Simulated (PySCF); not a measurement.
## Electronic structure of C5H9NSSi in real space

```
atom    x (Å)    y (Å)    z (Å)
  Si  -1.8166   0.7255  -0.6256
   C  -1.5441  -1.0129   0.1202
   C  -0.5632  -1.0205   1.2874
   C   0.7004  -0.3560   0.8983
   N   0.7672   0.5415  -0.0170
   C   2.0182   1.0284  -0.1869
   C   2.9559   0.4843   0.6273
   S   2.2387  -0.6959   1.6595
   H  -1.5990   1.7668   0.3752
   H  -3.2543   0.7677  -0.9609
   H  -1.0907   0.9230  -1.8737
   H  -1.1725  -1.6845  -0.6535
   H  -2.4903  -1.4278   0.4660
   H  -0.3555  -2.0369   1.6358
   H  -0.9944  -0.4691   2.1303
   H   2.1886   1.7861  -0.9295
   H   4.0047   0.6924   0.6866
```

Geometry: GFN2-xTB.

These are results of CAM-B3LYP/def2-SVPD, SCF density, gas phase in PySCF 2.14.0, not measurements.

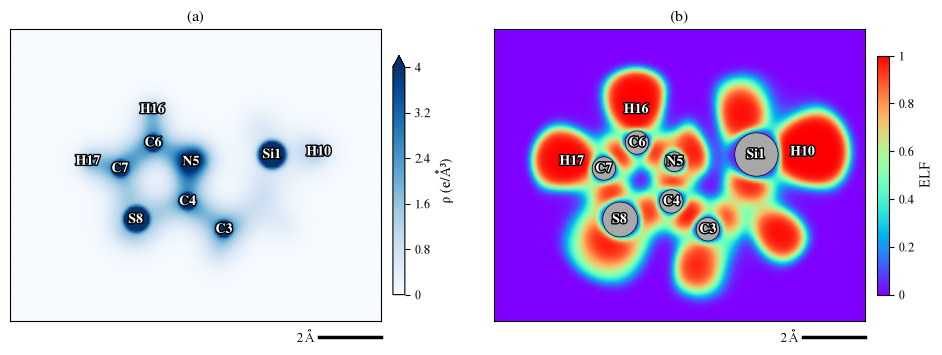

Figure 1. (a) total electron density; (b) ELF on the plane of atoms C3, C4 and N5. Grey discs cover the atomic cores in the ELF map.

Q: Describe what can be read from this map.

A: The plane passes through Si, C, N, S and H nuclei.
C–N (1.28 Å): ρ is about 2.7 e/Å³ halfway; the ELF peaks at about 0.90 between the atoms: a covalent bond.
C–C (1.36 Å): the density is about 2.2 e/Å³ at the midpoint; the ELF peaks at about 0.95 between the atoms, as expected for localised, covalent bonding.
C–S (1.72 Å): ρ at the midpoint is about 1.5 e/Å³; the ELF peaks at about 0.90 between the atoms (a covalent bond).
C–H (1.07 Å): ρ at the midpoint is about 2.1 e/Å³; the ELF climbs to about 1 towards the hydrogen, as it does in any bond to H (a covalent bond by its length).
C–N (1.35 Å): ρ at the midpoint is about 2.4 e/Å³; the ELF peaks at about 0.95 between the atoms, as expected for localised, covalent bonding.
The ELF also peaks beside S8, away from the bonds: lone-pair regions.

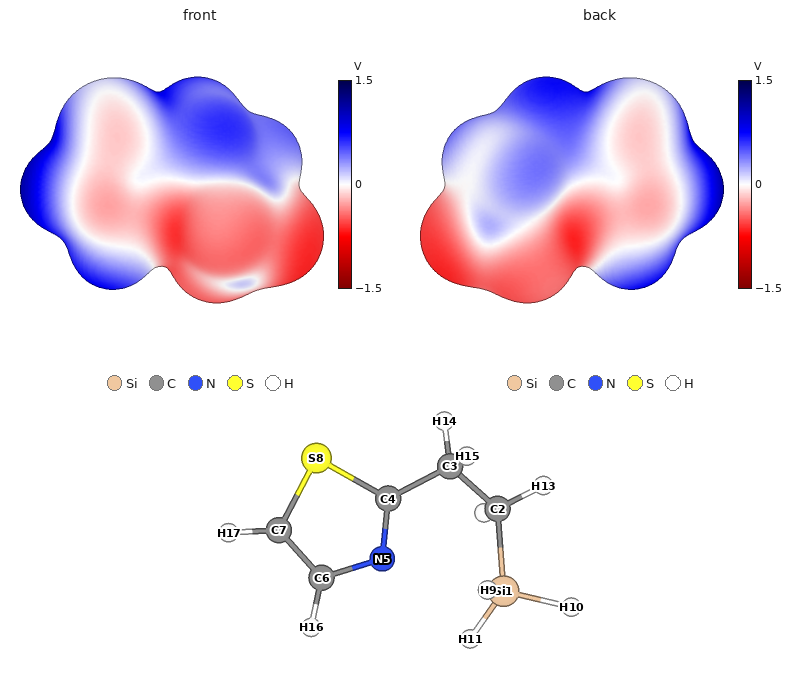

Figure 2. The electrostatic potential painted on the density surface at 0.001 e/bohr³, seen from the front and from behind; red is negative and blue positive. The bare structure is drawn below in the same view.

Q: Describe the electrostatic potential map.

A: The most negative region (about −0.6 V) lies over N5, H9, H10 and H11, the most positive (about +1.1 V) over H17.

Q: What dipole moment does the calculation give?

A: Its dipole moment is 2.54 D.
